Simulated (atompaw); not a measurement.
# A PAW (atompaw) potential for Ge, from input to tests

Task: generate the file, and judge it by its logarithmic derivatives, its ghosts and its cutoff.

Method: atompaw 4.2.0.5, LDA (PW92), scalar-relativistic.

### 1 The design

Typed settings, in words:

- element: germanium (Ge, Z = 32)
- type: PAW
- frozen core: [Ne] 3s2
- valence charge: 20
- reference configuration: 3p6 3d10 4s2 4p2
- partial waves: 4s (bound): rc 1.70 bohr; 4s channel at 4.45 Ry: rc 1.70 bohr; 3p (bound): rc 0.65 bohr; 4p (bound): rc 1.00 bohr; 3d (bound): rc 1.35 bohr; 3d channel at -1.7 Ry: rc 1.35 bohr
- local potential: bessel scheme, radius 1.40 bohr
- core correction: smooth core density matched at 1.60 bohr
- augmentation charge: sinc compensation charge, radius 1.70 bohr; PAW radius 1.70 bohr; waves and projectors: custom rrkj gramschmidtortho

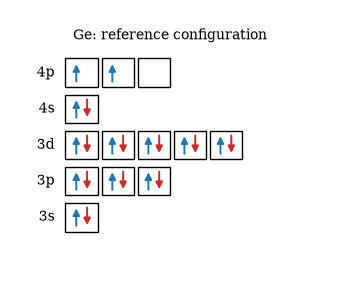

The outer shells as boxes. The arrows follow Hund's rule for the drawing; the calculation itself is spin-unpolarised.

The nodes and maxima of the atom's own shells, from an earlier all-electron run, set the scale for the radii.

All-electron outer shells of the reference configuration (LDA (PW92), scalar-relativistic, ld1.x):

| shell | level (eV) | outermost node (bohr) | outermost maximum (bohr) |
| --- | --- | --- | --- |
| 2p | -1198.05 | – | 0.14 |
| 3s | -167.74 | 0.26 | 0.54 |
| 3p | -115.39 | 0.23 | 0.54 |
| 3d | -29.56 | – | 0.50 |
| 4s | -11.95 | 0.77 | 1.73 |
| 4p | -4.05 | 0.82 | 2.19 |

### 2 The generation run

Input file Ge.input:

```
Ge 32
LDA-PW scalarrelativistic loggrid 1500 logderivrange -10 5 376
4 4 3 0 0 0
4 1 2
0 0 0
c
c
c
v
c
v
v
v
2
1.70 1.70 1.40 1.60
y
4.45
n
n
y
-1.7
n
custom rrkj gramschmidtortho sinc
bessel
1.70
1.70
0.65
1.00
1.35
1.35
PWSCFOUT
UPFDX 0.0125d0 UPFXMIN -7.d0 UPFZMESH 32.d0
END
```

Run with:

```bash
atompaw < Ge.input > Ge.log
```

The output, the file Ge (summary file):

```text
 Completed calculations for Ge (AE)

 Exchange-correlation type: LDA, Perdew-Wang correlation

 Radial integration grid is logarithmic 
 r0 =   2.6318935E-04 h =   8.4220592E-03   n =      1500 rmax =   8.0000000E+01

 Scalar relativistic calculation

 AEatom converged in  43 iterations
   nz     =  32.00
   delta  =       4.382568072542E-15

 All Electron Orbital energies:         
  n  l      occupancy      energy
  1  0      2.0000000E+00 -8.0416016E+02
  2  0      2.0000000E+00 -1.0065256E+02
  3  0      2.0000000E+00 -1.2328589E+01
  4  0      2.0000000E+00 -8.7799026E-01
  2  1      6.0000000E+00 -8.8055422E+01
  3  1      6.0000000E+00 -8.4806829E+00
  4  1      2.0000000E+00 -2.9742864E-01
  3  2      1.0000000E+01 -2.1725778E+00

 Total energy
   Total                    :    -4191.79896394957086

 ---
 Completed calculations for Ge (SC)

 Exchange-correlation type: LDA, Perdew-Wang correlation

 Radial integration grid is logarithmic 
 r0 =   2.6318935E-04 h =   8.4220592E-03   n =      1500 rmax =   8.0000000E+01

 Scalar relativistic calculation

 SCatom converged in   4 iterations
   nz     =  32.00
   delta  =       7.457616553251E-17

 Valence Electron Orbital energies:         
  n  l      occupancy      energy
   4  0      2.0000000E+00 -8.7799026E-01
   3  1      6.0000000E+00 -8.4806829E+00
   4  1      2.0000000E+00 -2.9742864E-01
   3  2      1.0000000E+01 -2.1725778E+00

 Total energy
   Total                    :    -4191.79896394935622
   Valence                  :     -568.34448373823329

 PAW parameters: 
       lmax =            2
         rc =    1.7040272649329051     
        irc =         1043
   rc_shape =    1.7040272649329051     
    rc_vloc =    1.4038999662987448     
    rc_core =    1.6064562000644875     
   Vloc: truncated form - Vps(r)=A.sin(qr)/r for r<rc
   Projector type: RRKJ pseudization + Gram-Schmidt ortho.
   Sinc^2 compensation charge shape zeroed at rc

 Number of basis functions     6
 No.   n  nodes  l      Energy         Cp coeff         Occ
  1    4    3    0   -0.8779903E+00  0.1000000E+01  0.2000000E+01
  2  999    4    0    0.4450000E+01  0.7731921E-01  0.0000000E+00
  3    3    1    1   -0.8480683E+01  0.1000000E+01  0.6000000E+01
  4    4    2    1   -0.2974286E+00  0.2088919E+00  0.2000000E+01
  5    3    0    2   -0.2172578E+01  0.1000000E+01  0.1000000E+02
  6  999    1    2   -0.1700000E+01  0.6809172E-02  0.0000000E+00

 Eigenvalues of overlap operator (in the basis of projectors):
    1        1.81244217E-03
    2        2.18715917E-01
    3        4.88838224E-01
    4        2.37788008E+00
    5        9.82185286E+00
    6        2.04348429E+01

 Orbital leakage outside PAW augmentation regions
   orb  is_core?  %out_of_sphere
   1 0    T           0.00
   2 0    T           0.00
   3 0    T           0.09
   4 0    F          66.11
   2 1    T           0.00
   3 1    F           0.25
   4 1    F          85.07
   3 2    F           2.70

 Summary of PAW energies
   Total valence energy     :   -568.34449282425692
   Smooth energy            :    124.42188428297314
   One center               :   -692.76637710723003
   Smooth kinetic           :    142.74112197481296
   Vloc energy              :     -1.37985041545608
   Smooth exch-corr         :    -22.81289202752166
   One-center xc            :   -130.21929809961117
```

Run time: 9 s. Hardware: 1 thread of Intel Xeon Platinum 8488C, shared host.

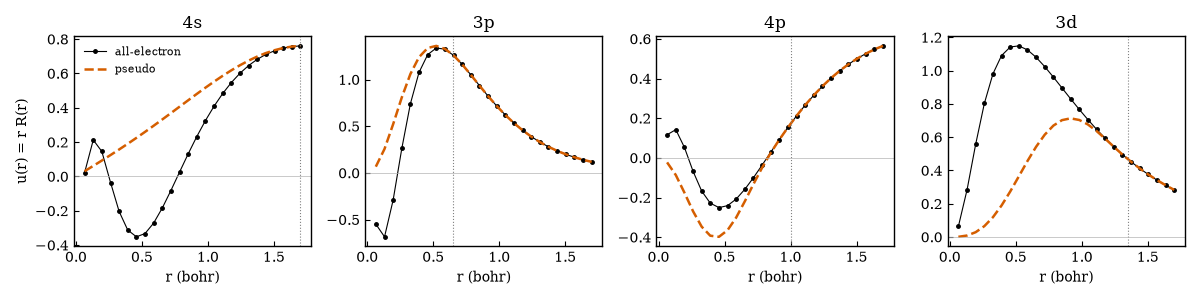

All-electron and pseudo partial waves (4s, 3p, 4p, 3d), with the matching radii dotted. The curves join 26 sampled radii, too few to resolve the innermost nodes.

### 3 Scattering by logarithmic derivatives

Taken from the files of the generation run. The phase is arctan(r·u′/u) with u = r·R, unwrapped, with energies in Ry. A pole is an energy at which the radial function vanishes at the test radius. The pseudo phase is shifted by a multiple of π to meet the all-electron one at the reference energy. Levels narrower than the energy grid can be missing from the poles. The last column is the largest difference on the grid between −1 and +1 Ry.

```tsv
channel	radius (bohr)	reference (Ry)	poles AE	poles PS	window around the reference with phases within 0.05 rad (Ry)	largest difference near zero (rad)
s	1.70	-0.88	4.64	4.64	the whole range	0.000
p	1.70	-0.30	-8.40	-8.40	the whole range	0.001
d	1.70	-2.17	-1.91	-1.91	the whole range	0.001
```

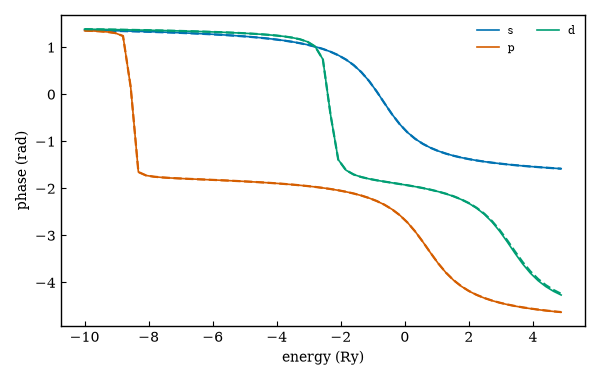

Phases by channel: all-electron solid, pseudo dashed.

### 4 Cutoff and ghost test in a Bessel basis

This step uses the generator's waves and projectors in a separate script. Basis: spherical Bessel functions vanishing at 20 bohr, q² up to the cutoff; potential fixed at the reference.

All-electron valence levels (Ry): 4s -0.8780, 3p -8.4807, 4p -0.2974, 3d -2.1726. The lowest levels of each channel (Ry) by cutoff; the last column sums, over occupied levels, occupation times the distance from the level at 400 Ry. A positive value at high cutoff is not a bound level.

| cutoff (Ry) | s #1 | p #1 | p #2 | d #1 | f #1 | Σ f·Δε (mRy) |
| --- | --- | --- | --- | --- | --- | --- |
| 8 | -0.8676 | -2.6049 | -0.0431 | 0.0512 | 0.1097 | 58019.7 |
| 15 | -0.8777 | -5.1185 | -0.1093 | -0.2071 | 0.1097 | 40202.9 |
| 25 | -0.8779 | -6.7603 | -0.1588 | -1.4562 | 0.1097 | 17761.1 |
| 40 | -0.8780 | -7.5418 | -0.1911 | -2.1190 | 0.1097 | 6378.6 |
| 55 | -0.8780 | -7.8460 | -0.2146 | -2.1706 | 0.1097 | 3990.3 |
| 90 | -0.8780 | -8.2693 | -0.2768 | -2.1723 | 0.1097 | 1308.7 |
| 120 | -0.8780 | -8.4346 | -0.2964 | -2.1725 | 0.1097 | 276.6 |
| 180 | -0.8780 | -8.4780 | -0.2972 | -2.1726 | 0.1097 | 13.8 |
| 200 | -0.8780 | -8.4793 | -0.2974 | -2.1726 | 0.1097 | 5.4 |
| 260 | -0.8780 | -8.4796 | -0.2974 | -2.1726 | 0.1097 | 3.4 |
| 400 | -0.8780 | -8.4802 | -0.2974 | -2.1726 | 0.1097 | 0.0 |

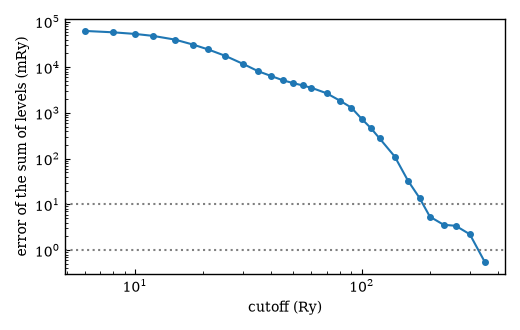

Occupation-weighted error of the valence levels against the cutoff; the dotted lines mark 10 and 1 mRy.

The sum stays within 10 mRy from 200 Ry and within 1 mRy only somewhere over 300 Ry. The sum leaves out empty levels, which can need more. Ghost test: no level below the all-electron spectrum of its channel (s, p, d, f tested).

### 5 Summary of results

| quantity | value |
| --- | --- |
| cutoffs for 10 and 1 mRy, occupied levels | 200 Ry and over 300 Ry |
| bound ghosts | none found |
| largest phase difference near zero energy, channels read | 0.001 rad |
| lowest eigenvalue of the overlap (Bessel basis) | 0.232 (p) |
| share of valence orbitals outside the PAW sphere | 4s 66 %, 3p 0 %, 4p 85 %, 3d 3 % |
| UPF file | written |

In words: It counts as very hard, with 200 Ry needed at the looser tolerance. The tighter tolerance needs over 300 Ry, and converged work needs a cutoff nearer that. The slowest occupied level is 3p: taken alone it needs 200 Ry to come within 1 mRy, against 140 Ry for 4p. No bound ghost shows below the valence levels. Near zero energy the phases of the channels with partial waves agree within 0.001 rad. These are tests on the free atom; a crystal test is still owed.
